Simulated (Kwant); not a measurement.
System: wire with one Gaussian impurity in a InAs two-dimensional gas. Effective mass 0.023 mₑ, grid spacing 4 nm, hard walls, nominal width 80 nm (19 grid rows, so walls 80 nm apart), one parabolic valley, scattering region 240 nm long along x; energies count from the band bottom; Fermi energy swept from 0.0020436 to 0.043427 eV. Impurity U exp(−r²/2σ²), U = 0.27 eV, σ = 8.7 nm, 16 nm off the axis.

The device is made up for the run: typed textbook-type constants, with dimensions and the other settings drawn at random.

Model: effective-mass tight-binding model on a square grid, one spin, coherent transport at 0 K (Kwant). Conductance is in e²/h.

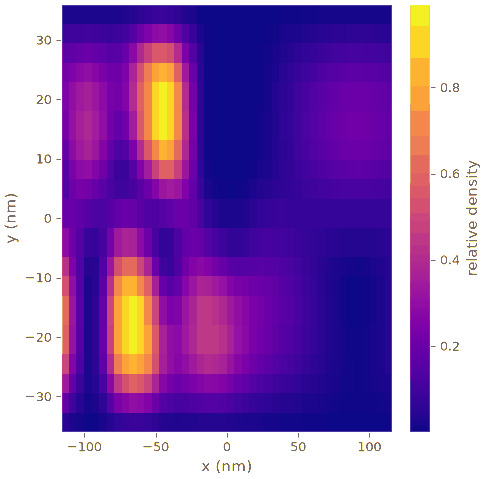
Density of the scattering states that come in from the left lead, at energy = 0.012477 eV, in bins, relative to the largest site value

The conductance there is 0.91 e²/h with 2 open channel(s) in the leads.
